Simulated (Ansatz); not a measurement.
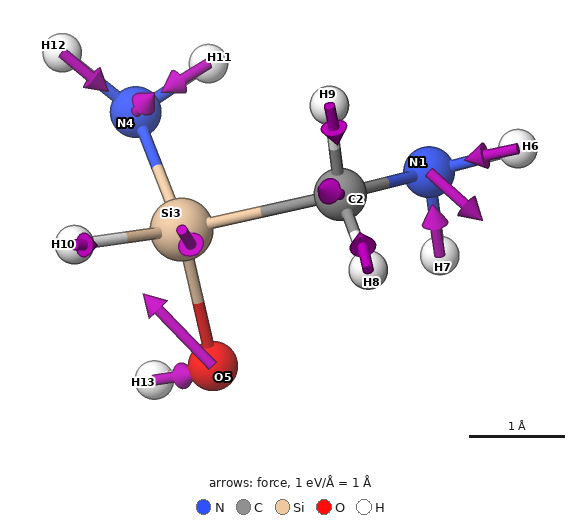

Starting geometry of CH8N2OSi with the computed forces as purple arrows. Style: ball-and-stick. Shown at a tilt.

The start comes from PBE-D4/def2-SVP.

Method: Ansatz, RKS PBE0-D4/def2-TZVP. Set-up: force threshold 0.005 eV/Å; at most 150 steps.

Question: What follows when this structure is relaxed?

Answer: It isn't relaxed: the largest force vector, on O5, is 1.07 eV/Å. The final displacements follow the starting forces only in part (cosine between the two patterns 0.34). After 8 geometry steps the energy has fallen by 0.082 eV. The largest force component goes from 0.74 to 0.0035 eV/Å. H11 moves most after the best rigid fit: 0.11 Å. Largest moves by element: H 0.11 Å, N 0.07 Å, O 0.06 Å, Si 0.04 Å, C 0.02 Å. Among the contacts that change: Si3–O5 1.692 → 1.654 Å, Si3–N4 1.739 → 1.710 Å, C2–Si3 1.891 → 1.871 Å, C2–H8 1.121 → 1.101 Å. Bond angles that change, for instance: Si3–N4–H11 115.5° → 119.7°, Si3–O5–H13 112.3° → 115.6°.
